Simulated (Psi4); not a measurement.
**SiH (SMILES [SiH]): UPBE0/cc-pVTZ-DK (sfX2C, sweep point 2)**

Aim: the vertical doublet–quartet gap of SiH at UPBE0/cc-pVTZ-DK (sfX2C, sweep point 2), from 2 runs. 

The results are computed with Psi4 1.11.

## Step 1: The structure to begin with

The species is SiH (2 atoms), meant as a doublet with charge 0. SMILES: `[SiH]`. The coordinates come from a PBE0-D4/def2-TZVP relaxation.

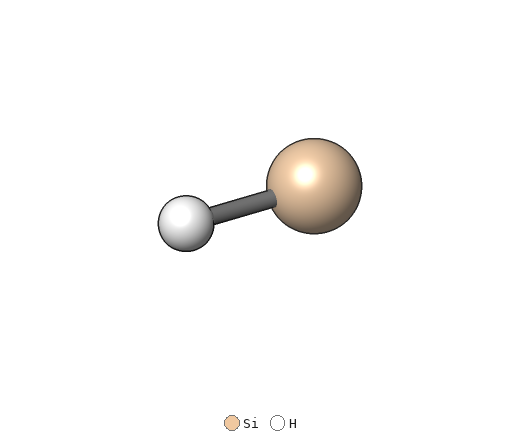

Viewed from a chosen angle; silicon light orange, hydrogen white.

## Step 2: A single-point energy at UPBE0/cc-pVTZ-DK (sfX2C, sweep point 2)

calc.inp

```
memory 1600 MB

molecule {
  0 2
  Si     0.00000000     0.00000000    -0.01432412
  H      0.00000000     0.00000000     2.88020718
  units bohr
  symmetry c1
}

set basis cc-pVTZ-DK
set reference uks
set puream true
set scf_type pk
set dft_radial_points 99
set dft_spherical_points 590
set maxiter 100
set relativistic x2c

energy('pbe0')
print_variables()
```

Run with:

```console
$ psi4 calc.inp calc.out -n 1
```

calc.out:

```text
[...]
  Running in c1 symmetry.
[...]
  Nuclear repulsion =    4.836707068947569
[...]
  Multiplicity = 2
[...]
  Nalpha       = 8
  Nbeta        = 7
[...]
    Number of basis functions: 48
[...]
    WARNING: The X2C and Dirac Hamiltonians have substatially different eigenvalues!
             This is probably caused by the recontraction of the basis set.
[...]
   @UKS iter   1:  -290.45785692707443   -3.78056e-01   4.63870e-03 ADIIS/DIIS
[...]
   @UKS iter   7:  -290.47626996457745   -3.35166e-08   9.80226e-07 DIIS
[...]
   @S^2 Observed:                7.571886623E-01
[...]
    Orbital Energies [Eh]
    ---------------------
    Alpha Occupied:
       1A    -66.455816     2A     -5.387871     3A     -3.700406
       4A     -3.697451     5A     -3.690389     6A     -0.504740
       7A     -0.289161     8A     -0.202690
    Alpha Virtual:
       9A     -0.119244    10A      0.049284    11A      0.161145
      12A      0.199014    13A      0.205450    14A      0.209102
      15A      0.211899    16A      0.234194    17A      0.249490
      18A      0.259121    19A      0.335910    20A      0.487150
      21A      0.762092    22A      0.762960    23A      0.952568
      24A      0.961779    25A      0.966435    26A      0.968361
[...]
  @UKS Final Energy:  -290.47626996457745
   => Energetics <=
    Nuclear Repulsion Energy =              4.8367070689475691
    One-Electron Energy =                -411.7271879201991851
    Two-Electron Energy =                 132.3701012743356102
    DFT Exchange-Correlation Energy =     -15.9558903876614764
    Empirical Dispersion Energy =           0.0000000000000000
    VV10 Nonlocal Energy =                  0.0000000000000000
    Total Energy =                       -290.4762699645774546
[...]
 Multipole Moments:
 ------------------------------------------------------------------------------------
     Multipole            Electronic (a.u.)      Nuclear  (a.u.)        Total (a.u.)
 ------------------------------------------------------------------------------------
 L = 1.  Multiply by 2.5417464519 to convert [e a0] to [Debye]
 Dipole X            :          0.0000000            0.0000000            0.0000000
 Dipole Y            :          0.0000000            0.0000000            0.0000000
 Dipole Z            :         -1.3266412            1.3848507            0.0582095
 Magnitude           :                                                    0.0582095
[...]
```

Run time: 7.8 s. Hardware: 1 thread of Intel Xeon at 2.70GHz, shared host; peak memory 0.57 GiB.

## Step 3: The quartet, same level

job.dat

```
memory 1.6 GB

molecule geom {
  0 4
  Si     0.00000000     0.00000000    -0.01432412
  H      0.00000000     0.00000000     2.88020718
  units au
  symmetry c1
}

set {
  reference uks
  puream true
  scf_type pk
  dft_radial_points 99
  dft_spherical_points 590
  maxiter 100
  relativistic x2c
}

energy_value, wavefunction = energy("pbe0/cc-pVTZ-DK", return_wfn=True)
```

Run with:

```console
$ psi4 -i job.dat -o job.out -n 1
```

job.out:

```text
[...]
  Running in c1 symmetry.
[...]
  Nuclear repulsion =    4.836707068947569
[...]
  Multiplicity = 4
[...]
  Nalpha       = 9
  Nbeta        = 6
[...]
    Number of basis functions: 48
[...]
    WARNING: The X2C and Dirac Hamiltonians have substatially different eigenvalues!
             This is probably caused by the recontraction of the basis set.
[...]
   @UKS iter   1:  -290.39999131454351   -3.20190e-01   4.64526e-03 DIIS/ADIIS
[...]
   @UKS iter   7:  -290.41772230431582   -3.78206e-08   7.80988e-07 DIIS
[...]
   @S^2 Observed:                3.751468933E+00
[...]
    Orbital Energies [Eh]
    ---------------------
    Alpha Occupied:
       1A    -66.460604     2A     -5.395058     3A     -3.704957
       4A     -3.704957     5A     -3.703936     6A     -0.544194
       7A     -0.350915     8A     -0.217033     9A     -0.217033
    Alpha Virtual:
      10A      0.013839    11A      0.146828    12A      0.175313
      13A      0.175313    14A      0.190436    15A      0.190436
      16A      0.206245    17A      0.242193    18A      0.242193
      19A      0.314037    20A      0.451246    21A      0.725477
      22A      0.725477    23A      0.917760    24A      0.941877
      25A      0.941877    26A      0.949043    27A      0.949043
[...]
  @UKS Final Energy:  -290.41772230431582
   => Energetics <=
    Nuclear Repulsion Energy =              4.8367070689475691
    One-Electron Energy =                -411.5548345229291272
    Two-Electron Energy =                 132.2605406416747940
    DFT Exchange-Correlation Energy =     -15.9601354920090621
    Empirical Dispersion Energy =           0.0000000000000000
    VV10 Nonlocal Energy =                  0.0000000000000000
    Total Energy =                       -290.4177223043158165
[...]
 Multipole Moments:
 ------------------------------------------------------------------------------------
     Multipole            Electronic (a.u.)      Nuclear  (a.u.)        Total (a.u.)
 ------------------------------------------------------------------------------------
 L = 1.  Multiply by 2.5417464519 to convert [e a0] to [Debye]
 Dipole X            :         -0.0000000            0.0000000           -0.0000000
 Dipole Y            :          0.0000000            0.0000000            0.0000000
 Dipole Z            :         -1.3730716            1.3848507            0.0117791
 Magnitude           :                                                    0.0117791
[...]
```

Wall time 6.3 s (1 thread of Intel Xeon at 2.70GHz, shared host); peak memory 0.57 GiB.

## Step 4: Outcome

Level: UPBE0/cc-pVTZ-DK (sfX2C, sweep point 2).

| quantity | value |
| --- | --- |
| doublet: total energy | -290.47627 Eh |
| doublet: dipole moment | 0.15 D |
| doublet: HOMO energy (highest over α and β) | -5.52 eV |
| doublet: LUMO energy (lowest over α and β) | -3.24 eV |
| doublet: ⟨S²⟩ | 0.757 |
| quartet: total energy | -290.41772 Eh |
| quartet: dipole moment | 0.03 D |
| quartet: HOMO energy (highest over α and β) | -5.91 eV |
| quartet: LUMO energy (lowest over α and β) | -4.77 eV |
| quartet: ⟨S²⟩ | 3.751 |
| vertical energy of the quartet above the doublet | 1.593 eV |

In words: At this shape the quartet lies 1.59 eV (154 kJ/mol) above the doublet.
